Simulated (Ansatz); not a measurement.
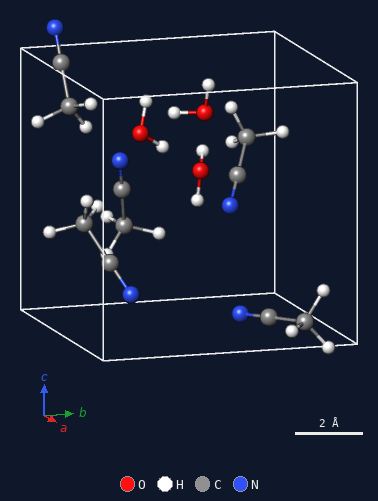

Starting frame of a dynamics run of a periodic cell with 3 H2O + 5 CH3CN at 0.82 g/cm³. The picture is a ball-and-stick view of the simulation cell, seen slightly off an axis.

Method: DFT PBE, scalar-relativistic, plane waves, PAW (Ansatz).

Input
```yaml
accuracy: low
crystal:
  lattice:
    - [8.067143, 0.0, 0.0]
    - [0.0, 8.067143, 0.0]
    - [0.0, 0.0, 8.067143]
  atoms:
    - { symbol: O, position: [0.78565854, 0.44779591, 0.65268018] }
    - { symbol: H, position: [0.68256313, 0.48896838, 0.70605425] }
    - { symbol: H, position: [0.75759869, 0.44414431, 0.53458951] }
    - { symbol: O, position: [0.50138597, 0.55679274, 0.81270452] }
    - { symbol: H, position: [0.54537487, 0.55722048, 0.92720924] }
    - { symbol: H, position: [0.42826678, 0.46027555, 0.80359899] }
    - { symbol: O, position: [-0.08515799, 0.16859158, 0.83839217] }
    - { symbol: H, position: [-0.10893233, 0.19809094, 0.9546243] }
    - { symbol: H, position: [-0.11960138, 0.26698578, 0.77483085] }
    - { symbol: C, position: [0.64369872, 0.0360234, 0.44925238] }
    - { symbol: C, position: [0.72992968, 0.10920809, 0.31011359] }
    - { symbol: "N", position: [0.80190963, 0.16817533, 0.20008815] }
    - { symbol: H, position: [0.73053206, 0.01734427, 0.55252691] }
    - { symbol: H, position: [0.5447549, 0.12003148, 0.49052507] }
    - { symbol: H, position: [0.58742394, -0.08271539, 0.41292421] }
    - { symbol: C, position: [0.16089046, 0.83216267, 0.63467714] }
    - { symbol: C, position: [0.2754569, 0.75981942, 0.516332] }
    - { symbol: "N", position: [0.36684004, 0.70095679, 0.42156669] }
    - { symbol: H, position: [0.1861461, 0.96644621, 0.6508485] }
    - { symbol: H, position: [0.03089245, 0.8170709, 0.59151829] }
    - { symbol: H, position: [0.17493666, 0.76749318, 0.754858] }
    - { symbol: C, position: [0.16679653, 0.34756552, 0.32904874] }
    - { symbol: C, position: [0.24814375, 0.31295155, 0.48505148] }
    - { symbol: "N", position: [0.31480249, 0.28402584, 0.60944112] }
    - { symbol: H, position: [0.19073012, 0.47796904, 0.2950171] }
    - { symbol: H, position: [0.21768852, 0.26417269, 0.23280634] }
    - { symbol: H, position: [0.03223904, 0.32434819, 0.33764237] }
    - { symbol: C, position: [0.99499446, 0.78991017, 0.09427633] }
    - { symbol: C, position: [0.83982092, 0.69920523, 0.0876392] }
    - { symbol: "N", position: [0.71508528, 0.62754984, 0.08061704] }
    - { symbol: H, position: [1.00072665, 0.88106828, -0.00842573] }
    - { symbol: H, position: [1.00465215, 0.86018213, 0.21122598] }
    - { symbol: H, position: [1.10167092, 0.70429255, 0.08491621] }
    - { symbol: C, position: [0.52585746, 0.01538948, 0.87538783] }
    - { symbol: C, position: [0.42027839, 0.01765191, 1.02146642] }
    - { symbol: "N", position: [0.33451361, 0.02131557, 1.1379314] }
    - { symbol: H, position: [0.53348343, -0.11185355, 0.82603902] }
    - { symbol: H, position: [0.47279712, 0.09804385, 0.78083744] }
    - { symbol: H, position: [0.65162873, 0.05916841, 0.9061644] }
basis:
  ecutwfc: 420.0
kpoints:
  mp_grid: { grid: [1, 1, 1] }
hamiltonian:
  xc: pbe
scf:
  occupations: { method: fermi_dirac, width: 0.05 }
  lower_state_search: "off"
md:
  timestep: 0.5
  n_steps: 300
  ensemble: nvt_langevin
  temperature: 1000.0
  initial_velocities: maxwell_boltzmann
  seed: 990554
  friction: 0.02
  masses: [{ species: H, mass: 2.014 }]
```

Run as
```bash
ansatz run input.yaml --threads 1 --pin off --max-ram 3072MiB --backend cpu --events-out ev --progress --plain --runs-dir out
```

Question: Predict how the run goes.

Answer: Over the second half the temperature averages 822 K (spread ±97 K). The potential energy is still drifting at the end, so the run hasn't reached equilibrium. The potential energy in the second half lies on average 96.5 meV per atom above the first frame. In the second half of the run the atoms are, in the root-mean-square, this far from where they began (common drift taken out): H 1.03 Å, O 0.87 Å, N 0.76 Å, C 0.55 Å. The heavy atoms stay within a fraction of a molecule's size of their starting places; so short a run doesn't tell a liquid from a solid.

Along the run (each row but the first and the last is the mean over the interval that it begins):

```json
{"time (fs)": "0.0", "potential energy (meV/atom)": "0.0", "T (K)": "974"}
{"time (fs)": "18.5", "potential energy (meV/atom)": "76.6", "T (K)": "791"}
{"time (fs)": "37.0", "potential energy (meV/atom)": "93.5", "T (K)": "824"}
{"time (fs)": "55.5", "potential energy (meV/atom)": "85.5", "T (K)": "894"}
{"time (fs)": "74.0", "potential energy (meV/atom)": "85.1", "T (K)": "812"}
{"time (fs)": "92.5", "potential energy (meV/atom)": "86.7", "T (K)": "782"}
{"time (fs)": "111.0", "potential energy (meV/atom)": "106.0", "T (K)": "779"}
{"time (fs)": "129.5", "potential energy (meV/atom)": "104.7", "T (K)": "927"}
{"time (fs)": "148.0", "potential energy (meV/atom)": "117.7", "T (K)": "735"}
```

The paths of the atoms:

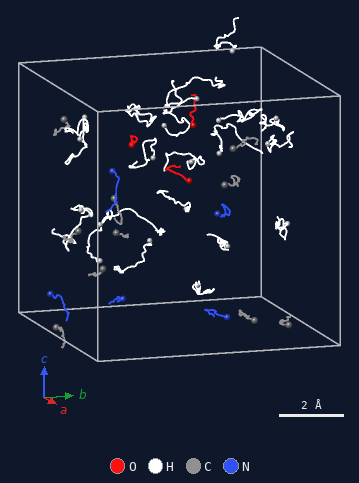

Limits of the set-up: the program's low-accuracy preset was used; masses were changed (H 2.014 u), which shifts the vibrations; the periodic images lie only 8.1 Å apart, so the values are limited by the cell's size.
